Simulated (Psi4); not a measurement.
**GeSiH5Cl (SMILES [SiH3][GeH2][Cl]): CCSD(T)/def2-SVP**

Aim: the energy change on altering one bond length of GeSiH5Cl at CCSD(T)/def2-SVP, from 2 runs. 

Program for the calculation: Psi4 1.11.

### 1 The structure to begin with

The species is GeSiH5Cl (8 atoms), meant as a singlet with charge 0. As SMILES, `[SiH3][GeH2][Cl]`. The shape is that of a PBE0-D4/def2-TZVP optimisation.

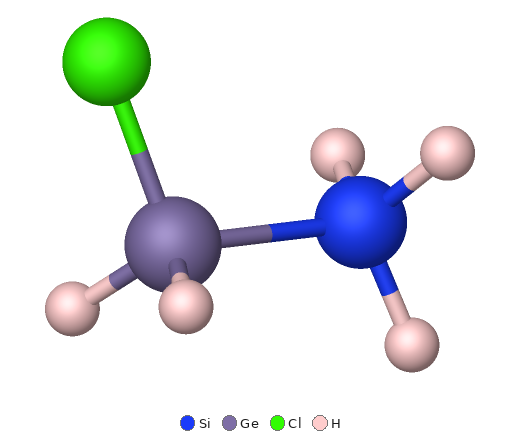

Viewed from a chosen angle; silicon blue, germanium purple, chlorine green, hydrogen pink.

### 2 A single-point energy at CCSD(T)/def2-SVP

Input file run.py:

```python
import psi4

psi4.set_memory(2200000000)
psi4.set_num_threads(1)
psi4.set_output_file('clgeh5si.out', False)

m = psi4.geometry("""
0 1
Si    -0.863600     0.827300    -0.302500
Ge     0.738300    -0.882000     0.118400
Cl     1.963100    -0.183700     1.766200
H     -1.744900     0.416200    -1.427300
H     -0.149800     2.078700    -0.658900
H     -1.678500     1.035600     0.920200
H      1.703100    -1.135200    -1.051200
H      0.124600    -2.213900     0.579200
symmetry c1
no_reorient
no_com
""")

psi4.set_options({
    'basis': 'def2-SVP',
    'puream': True,
    'e_convergence': 1e-09,
    'd_convergence': 1e-08,
    'scf_type': 'pk',
    'num_frozen_docc': 19,
})

result, w = psi4.energy("ccsd(t)", molecule=m, return_wfn=True)
print(f'total energy {result:.8f} hartree = {result * 27.211386:.5f} eV')
```

On the command line:

```sh
$ python run.py
```

clgeh5si.out:

```text
[...]
  Running in c1 symmetry.
[...]
  Nuclear repulsion =  338.365643184902012
[...]
  Multiplicity = 1
[...]
  Nalpha       = 34
  Nbeta        = 34
[...]
    Number of basis functions: 93
[...]
   @RHF iter   1: -2825.16999396631900   -3.28767e+00   2.23890e-02 ADIIS/DIIS
[...]
   @RHF iter  11: -2826.24774177158451   -1.18234e-11   5.12266e-09 DIIS
[...]
    Orbital Energies [Eh]
    ---------------------
    Doubly Occupied:
       1A   -405.230558     2A   -104.771681     3A    -68.769229
       4A    -52.158341     5A    -46.259965     6A    -46.258952
       7A    -46.258835     8A    -10.534801     9A     -8.009378
      10A     -8.006791    11A     -8.006787    12A     -7.215756
      13A     -6.143192    14A     -5.195824    15A     -5.192126
      16A     -5.192072    17A     -4.253277    18A     -4.252949
      19A     -4.252895    20A     -1.670733    21A     -1.667419
      22A     -1.666640    23A     -1.662619    24A     -1.661864
      25A     -1.068791    26A     -0.767076    27A     -0.687296
      28A     -0.521645    29A     -0.513608    30A     -0.492390
      31A     -0.489485    32A     -0.472511    33A     -0.434482
      34A     -0.399410
[...]
  @RHF Final Energy: -2826.24774177158451
   => Energetics <=
    Nuclear Repulsion Energy =            338.3656431849020123
    One-Electron Energy =               -4608.9480127012175217
    Two-Electron Energy =                1444.3346277447310513
    Total Energy =                      -2826.2477417715845149
[...]
 Multipole Moments:
 ------------------------------------------------------------------------------------
     Multipole            Electronic (a.u.)      Nuclear  (a.u.)        Total (a.u.)
 ------------------------------------------------------------------------------------
 L = 1.  Multiply by 2.5417464519 to convert [e a0] to [Debye]
 Dipole X            :        -82.1705835           81.5651149           -0.6054686
 Dipole Y            :         36.8679488          -37.0070736           -0.1391248
 Dipole Z            :        -53.4791832           52.8012156           -0.6779676
 Magnitude           :                                                    0.9195586
[...]
      * MP2 total energy                      = -2826.714379491947966
[...]
      * CCSD total energy                     = -2826.756523327721425
[...]
      * CCSD(T) total energy                  = -2826.769191577684524
```

On the terminal:

```text
total energy -2826.76919158 hartree = -76920.30760 eV
```

It took 46 s on 1 thread of AMD EPYC 7R43 (Zen 3), shared host; peak memory 0.6 GiB.

### 3 The distorted shape

Input file job.dat:

```
memory 2200 mb

molecule m {
  0 1
  Si    -1.346022     0.953906     0.282326
  Ge     0.255878    -0.755394     0.703226
  Cl     1.480678    -0.057094     2.351026
  H     -2.227322     0.542806    -0.842474
  H     -0.632222     2.205306    -0.074074
  H     -2.160922     1.162206     1.505026
  H      1.703100    -1.135200    -1.051200
  H     -0.357822    -2.087294     1.164026
  units angstrom
  symmetry c1
  no_reorient
  no_com
}

set basis def2-SVP
set puream true
set e_convergence 1e-09
set d_convergence 1e-08
set scf_type pk
set num_frozen_docc 19

E, wfn = energy("ccsd(t)", return_wfn=True)
```

On the command line:

```sh
$ psi4 -i job.dat -o job.out -n 1
```

job.out:

```text
[...]
  Running in c1 symmetry.
[...]
  Nuclear repulsion =  333.756396939185777
[...]
  Multiplicity = 1
[...]
  Nalpha       = 34
  Nbeta        = 34
[...]
    Number of basis functions: 93
[...]
   @RHF iter   1: -2824.94568201833681   -3.38581e+00   2.26285e-02 ADIIS/DIIS
[...]
   @RHF iter  12: -2826.16608267336642   -7.27596e-12   3.54784e-09 DIIS
[...]
    Orbital Energies [Eh]
    ---------------------
    Doubly Occupied:
       1A   -405.261165     2A   -104.785920     3A    -68.782099
       4A    -52.187283     5A    -46.288912     6A    -46.288307
       7A    -46.287429     8A    -10.548796     9A     -8.023326
      10A     -8.020708    11A     -8.020644    12A     -7.243803
      13A     -6.155758    14A     -5.222963    15A     -5.220870
      16A     -5.218976    17A     -4.265943    18A     -4.265414
      19A     -4.265369    20A     -1.697753    21A     -1.695390
      22A     -1.692614    23A     -1.691111    24A     -1.689531
      25A     -1.080534    26A     -0.769907    27A     -0.677667
      28A     -0.525961    29A     -0.514118    30A     -0.499967
      31A     -0.483282    32A     -0.473222    33A     -0.422486
      34A     -0.368062
[...]
  @RHF Final Energy: -2826.16608267336642
   => Energetics <=
    Nuclear Repulsion Energy =            333.7563969391857768
    One-Electron Energy =               -4598.5743811208667466
    Two-Electron Energy =                1438.6519015083147224
    Total Energy =                      -2826.1660826733659633
[...]
 Multipole Moments:
 ------------------------------------------------------------------------------------
     Multipole            Electronic (a.u.)      Nuclear  (a.u.)        Total (a.u.)
 ------------------------------------------------------------------------------------
 L = 1.  Multiply by 2.5417464519 to convert [e a0] to [Debye]
 Dipole X            :        -21.5043764           20.4848693           -1.0195071
 Dipole Y            :         21.0384191          -20.9772790            0.0611401
 Dipole Z            :       -127.0345727          126.8470007           -0.1875720
 Magnitude           :                                                    1.0384200
[...]
      * MP2 total energy                      = -2826.636490565158965
[...]
      * CCSD total energy                     = -2826.684852520711502
[...]
      * CCSD(T) total energy                  = -2826.699574583723006
[...]
```

Wall time 45 s (1 thread of AMD EPYC 7R43 (Zen 3), shared host); peak memory 0.6 GiB.

### 4 Results

Level: CCSD(T)/def2-SVP, 19 core orbitals frozen.

| quantity | value |
| --- | --- |
| first shape: total energy | -2826.76919 Eh |
| first shape: HOMO energy (Hartree–Fock orbitals) | -10.87 eV |
| first shape: LUMO energy (Hartree–Fock orbitals) | 2.90 eV |
| first shape: HOMO–LUMO gap (Hartree–Fock orbitals) | 13.77 eV |
| first shape: correlation energy (19 core orbitals frozen) | -521.4 mEh |
| first shape: (T) correction | -12.67 mEh |
| first shape: T1 diagnostic | 0.010 |
| distorted shape: total energy | -2826.69957 Eh |
| distorted shape: HOMO energy (Hartree–Fock orbitals) | -10.02 eV |
| distorted shape: LUMO energy (Hartree–Fock orbitals) | 1.14 eV |
| distorted shape: HOMO–LUMO gap (Hartree–Fock orbitals) | 11.15 eV |
| distorted shape: correlation energy (19 core orbitals frozen) | -533.5 mEh |
| distorted shape: (T) correction | -14.72 mEh |
| distorted shape: T1 diagnostic | 0.013 |
| energy change with the Ge2–H7 bond stretched from 1.537 to 2.306 Å | 1.894 eV |

In words: With the Ge2–H7 bond stretched from 1.537 to 2.306 Å the energy rises by 1.89 eV (183 kJ/mol). The first shape isn't relaxed at this level, so the change isn't measured from a minimum. With no_com the log's rotational constants are taken about the origin, not the centre of mass, so they aren't the molecule's. The triples (first shape) make up 2.4 % of the correlation energy. The triples (distorted shape) make up 2.8 % of the correlation energy.
